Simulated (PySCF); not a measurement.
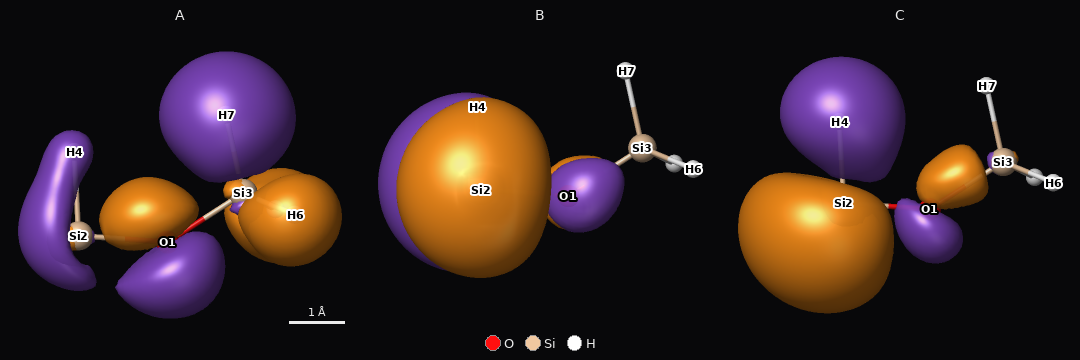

Figure 1: H4OSi2. Three frontier orbitals at ±0.08 Å⁻³ᐟ² (orange and purple are the two phases), in no order.

Geometry: PBE0-D3(BJ)/def2-SVP.

Theory: Gaussian-basis quantum chemistry of an isolated molecule with PySCF, energy and nuclear gradient, functional PBE0 (PySCF 2.14.0).

Input

```
from pyscf import gto, dft

mol = gto.M(
    atom='input.xyz',
    basis='def2-tzvpd',
    verbose=3,
    max_memory=3720,
    charge=0,
)

mf = dft.RKS(mol)
mf.xc = 'pbe0'
mf = mf.density_fit(auxbasis='def2-universal-jkfit')
mf.max_cycle = 100
mf.conv_tol = 1e-09
mf.grids.level = 3
mf.kernel()
if not mf.converged:
    mf = mf.newton().run(mf.mo_coeff, mf.mo_occ)

e_tot = mf.e_tot
print('E = %.10f Eh' % e_tot)
grad = mf.nuc_grad_method().kernel()
mf.analyze()
```

Run with:

```sh
OMP_NUM_THREADS=2 python calc.py
```

### Which picture is the HOMO−1, the HOMO and the LUMO?

A is the HOMO−1 (−9.28 eV). By Hirshfeld shares it lies mainly on O1 (about 30 %), Si3 (about 25 %), H7 (about 25 %), Si2 (about 10 %), H5 (about 5 %) and H6 (about 5 %). C is the HOMO (−6.62 eV). Its weight (Hirshfeld) is mainly on Si2 (about 70 %), H4 (about 20 %) and O1 (about 5 %). B is the LUMO (−2.30 eV). By Hirshfeld shares it lies mainly on Si2 (about 85 %) and O1 (about 10 %).

### What is the HOMO–LUMO gap?

4.32 eV between the orbital energies.
